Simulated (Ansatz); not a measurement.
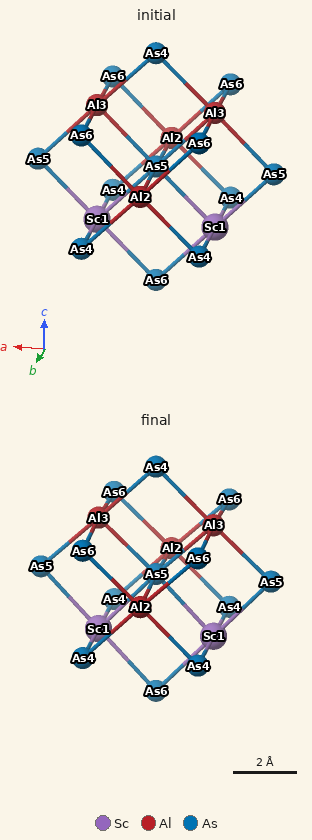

The structure of a crystal of ScAl2As3 (built on the NaPr2Se3-71 type type) before (top) and after (bottom) a relaxation, at one scale.

Style: ball-and-stick. Shown: the atoms within 4.2 Å of the atom that moves most (axes of the conventional cell (2 times the calculation's cell)), from a free direction. Lengths and directions refer to the drawn axes.

The calculation used Ansatz, DFT, PBEsol, plane waves, PAW. Settings: plane-wave cutoff 420 eV; k-point mesh 6 × 6 × 6; occupations fermi dirac; smearing width 0.03 eV; no spin polarisation; cell and atoms relaxed; force threshold 0.01 eV/Å; at most 120 steps.

Summarise the run.

The largest moves relative to the cell, 0.11 Å, are those of As5 and As6. As5 goes along +c. Largest moves by element: As 0.11 Å, Al 0.01 Å. Sc stays in place. The drawn cell changes as follows: a 3.811 → 3.720 Å (−2.4 %), b 5.396 → 5.391 Å (−0.1 %), c 11.547 → 11.258 Å (−2.5 %); the volume changes by −4.9 %. Among the contacts that change: Al2–As6 2.728 → 2.578 Å, Al2–As4 2.688 → 2.630 Å, Sc1–As5 2.709 → 2.720 Å. Among the angles between lasting bonds that change: Al2–As5–Al2 178.7° → 174.7°, As6–Al3–As6 178.7° → 174.7°, As5–Al3–As5 88.6° → 92.4°. The space group stays Immm (No. 71). The energy falls by 30.2 meV per atom in 5 accepted moves (6 points after the start). The largest force component goes from 0.8 to 0.00081 eV/Å. The pressure goes from −3.55 to −0.01 GPa. At 1 point the geometry stayed and the basis and grid were re-selected for the new cell (energy shift of 0.1 meV per atom at most each time). Cost: 31 s on 2 threads of Arm Neoverse V2, on a shared host, peak memory 0.5 GiB.
